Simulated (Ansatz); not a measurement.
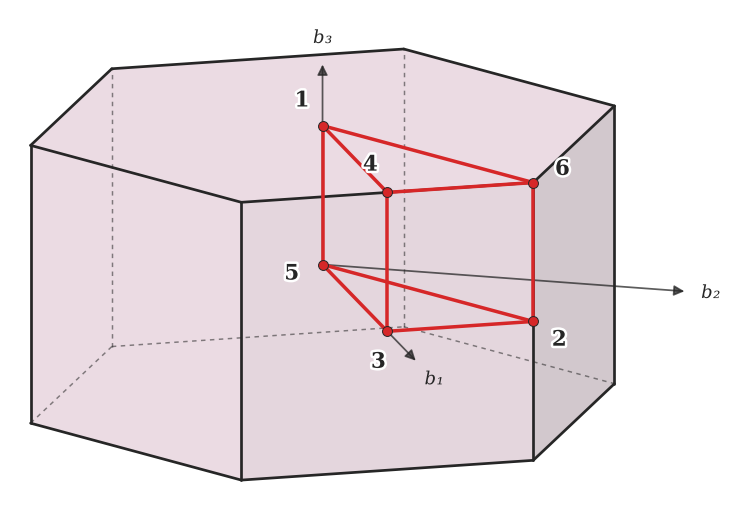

Crystal: Be, the end point of a relaxation with Ansatz 0.2.0, DFT, RPBE, plane waves (420 eV) with PAW, scalar-relativistic. The first Brillouin zone of a primitive hexagonal lattice (hP; extended symbol hP2) is drawn with its special points numbered. The drawing is computed from the coordinates (standard cell, symmetry found to 0.002 Å).

a = 2.286 Å, b = 2.286 Å, c = 3.587 Å, α = 90.00°, β = 90.00°, γ = 120.00°.

Labels and path follow the convention of Hinuma et al. (2017), as computed by seekpath; the arrows show the directions of the reciprocal primitive vectors b₁, b₂, b₃, in which coordinates are given.

**Which special point is each number?**

| no. | label | coordinates |
| --- | --- | --- |
| 1 | A | (0, 0, 1/2) |
| 2 | K | (1/3, 1/3, 0) |
| 3 | M | (1/2, 0, 0) |
| 4 | L | (1/2, 0, 1/2) |
| 5 | Γ | (0, 0, 0) |
| 6 | H | (1/3, 1/3, 1/2) |
